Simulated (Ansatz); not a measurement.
# LuNi2B2C (I4/mmm): a Bloch–Grüneisen fit of the computed resistivity

Can the computed ρ(T) of LuNi2B2C (I4/mmm) be held by the Bloch–Grüneisen form, and does the fit predict a row it has not seen?

The resistivities were computed with Ansatz 0.2.0 (DFT PBEsol, scalar-relativistic, plane waves, PAW) from the linearised Boltzmann equation with harmonic phonons, on q 4×4×4, k 16×16×16, scattering 24×24×24; the fit below is done by hand on them.

## Step 1: The data

It takes space group I4/mmm (No. 139, tetragonal). Conventional cell: a = 3.428 Å, b = 3.428 Å, c = 10.466 Å, α = 90.00°, β = 90.00°, γ = 90.00°. Lu on site a is surrounded by 4 C at 2.42 Å and 8 B at 2.85 Å. Around Ni on site d lie 4 B at 2.05 Å. B on site e is surrounded by 1 C at 1.49 Å and 4 Ni at 2.05 Å and 4 Lu at 2.85 Å. C on site b is surrounded by 2 B at 1.49 Å and 4 Lu at 2.42 Å.

This is the relaxed cell of the run, from steps not shown here.

The mean resistivity of the three axes from 50 to 800 K, with one row held back; the colder rows stay outside the fit and test it at the end:

```
T (K)  ρ (μΩ cm)
   50      1.804
   80      5.140
  100      7.721
  150          ?
  200      22.88
  273      34.60
  300      38.83
  400      53.77
  500      67.50
  600      80.18
  800        103
```

## Step 2: Model and fit

Bloch and Grüneisen's form is ρ(T) = A (T/Θ)⁵ J₅(Θ/T), with J₅(z) the integral of x⁵/((eˣ − 1)(1 − e⁻ˣ)) from 0 to z. It goes as T⁵ far below Θ and as A T/(4Θ) far above. For a trial Θ the best A is the geometric mean of ρ/[(T/Θ)⁵ J₅] over the rows, and the scatter of that ratio measures the fit:

```
Θ (K)  A (μΩ cm)  scatter (%)
  170      76.11         25.1
  226      109.0         14.4
  254      127.7          9.2
  282      148.3          6.3
  310      170.9          9.1
  352      208.9         18.0
  424      287.4         35.2
```

The scatter is least at Θ = 282 K, with A = 148.3 μΩ cm (6.3 % r.m.s.).

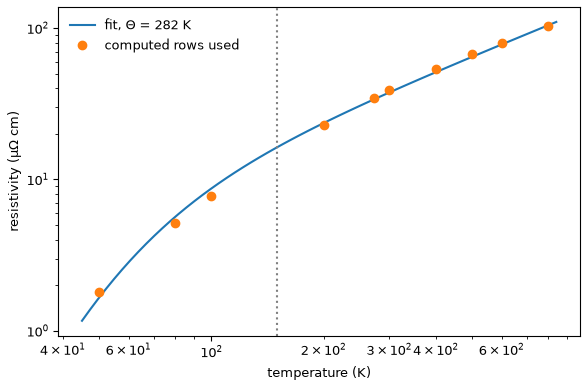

The fit through the rows used; the dotted line marks the temperature held back.

## Step 3: Prediction and check

At T = 150 K, Θ/T = 1.880, J₅ = 2.583 and (T/Θ)⁵ = 0.04258, so the fit gives 16.31 μΩ cm. The computed value is 14.96 μΩ cm: the fit is off by +9.02 %. Outside its range, at 20 K, it gives 0.0329 against 0.0625 μΩ cm computed, 0.53 times that; at that temperature the run's own test moves by 7 % between meshes in the component that moves most. Among the rows used, the largest miss is +12.9 %, at 100 K.

## Step 4: Reading Θ and A

Θ = 282 K is 1.11 times ħω_log/k_B (254 K) and 0.15 of the highest phonon frequency (1901 K). The high-temperature slope of the fit, A/(4Θ), is 0.131 μΩ cm/K. The same slope from the run's transport coupling and plasma energy, 2π k_B λ_tr/(ħ ε₀ ω_p²) with λ_tr = 0.927, 0.927, 0.911 (xx, yy, zz) and ħω_p = 4.77, 4.77, 4.63 (xx, yy, zz) eV, is 0.167 μΩ cm/K in the mean of the axes, +26.8 % from it. For comparison, the computed rows rise by 0.114 μΩ cm/K between the two hottest.

## Step 5: Outcome

* Θ: 282 K
* A: 148.3 μΩ cm
* scatter of the fit: 6.3 %
* held-back row at 150 K, fit against computed: 16.31 against 14.96 μΩ cm

In words: Two numbers, Θ = 282 K and A = 148 μΩ cm, hold the computed ρ(T) from 50 to 800 K within 6.28 % r.m.s. and predict the held-back row within 9.02 %. At 20 K, outside the rows fitted, it gives 0.53 times the computed value. The misses are not random: the largest is +12.9 %, at 100 K. So large a scatter means that the form does not describe this metal. By the run's own test the resistivity at 300 K moves by 6 % between its two finest scattering meshes, in the component that moves most. Spin–orbit coupling is left out. The relaxed volume lies -2.9 % from the database entry, whose temperature is not recorded here; volume shifts the phonons and ρ. The fit describes the calculation: impurities, thermal expansion, changes of phase and anharmonicity are in neither.

[Logs are printed without paths, hosts, clocks, repeated set-up lines and the standing remarks that a program may print on its own settings, such as how far it seeks lower states.]

[Hosts, paths, dates, database ids (printed as entryN), source tags and the programs' standing remarks are cut or masked in the printed files.]
